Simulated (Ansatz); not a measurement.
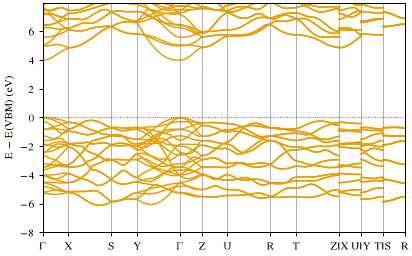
Figure: Band structure from the program Ansatz at the r²SCAN level (PAW)

Q: Read off the gap and where the band edges lie.

A: About 4.0 eV (3.98 eV by a search for the band edges); maximum at Γ, minimum at Γ.

The material is HfO2 in space group Pnma (No. 62; Hf on 4c, O on 4c, O on 4c).

The first step of the workflow began from a Materials Project structure, measured or hypothetical; the Crystallography Open Database copy checked does not list it. It is not the phase usual at ambient conditions (space group No. 14, 29). The r²SCAN relaxation kept the symmetry of its start; of distortions, only those at the zone centre were tested. The run is not spin-polarised. Scalar-relativistic: spin–orbit coupling is off unless named, which matters more the heavier the elements.

Potentials: the later of the program's two PAW sets.
